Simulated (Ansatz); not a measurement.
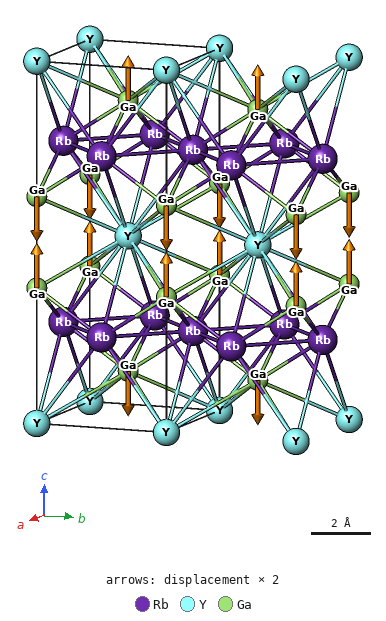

A relaxation of a crystal of Rb2YGa2 (built on the ThCr2Si2 type) (coarse preliminary run). The starting structure is drawn; orange arrows show the displacements (the part carried along by the change of the cell is left out), 2 times their true length.

Style: ball-and-stick. Shown: the conventional cell (2 times the calculation's cell), repeated 1 × 2 × 1 with one cell outlined, slightly off an axis. Lengths and directions refer to the drawn axes.

Case: ThCr2Si2 type (I4/mmm, No. 139).

All numbers below come from Ansatz 0.2.0, DFT PBE, scalar-relativistic, plane waves, PAW. Settings: plane-wave cutoff 420 eV; k-point mesh 6 × 6 × 6; occupations gaussian; smearing width 0.1 eV; no spin polarisation; cell and atoms relaxed; force threshold 0.04 eV/Å; at most 70 steps.

**Atoms of which element are displaced furthest, and by how much?**

Gallium: up to 0.78 Å, against 0.00 Å for yttrium.

**What happened in the run?**

The largest moves relative to the cell, 0.78 Å, are those of Ga atoms. Y and Rb stay in place. The volume changes by +17.7 %, with a = b 4.755 → 4.543 Å (−4.5 %), c 12.476 → 16.082 Å (+28.9 %). Among the contacts that change: Ga–Rb 2.837 → 3.586 Å, Rb–Y 3.922 → 4.618 Å, Ga–Ga 3.144 → 2.492 Å, Ga–Y 3.712 → 3.446 Å. The space group stays I4/mmm (No. 139). After 10 accepted moves (12 points after the start) the energy has fallen by 4.172 eV per cell of the calculation. Largest force component: 4 eV/Å at the start, 0.0059 eV/Å at the end. Pressure: 10.27 GPa at the start and −0.29 GPa at the end. At 2 points the geometry stayed and the basis and grid were re-selected for the new cell (energy shift of 71.9 meV per cell of the calculation at most each time). The run took 110 s on 1 thread of Arm Neoverse V2, with other jobs on the host, peak memory 0.49 GiB.
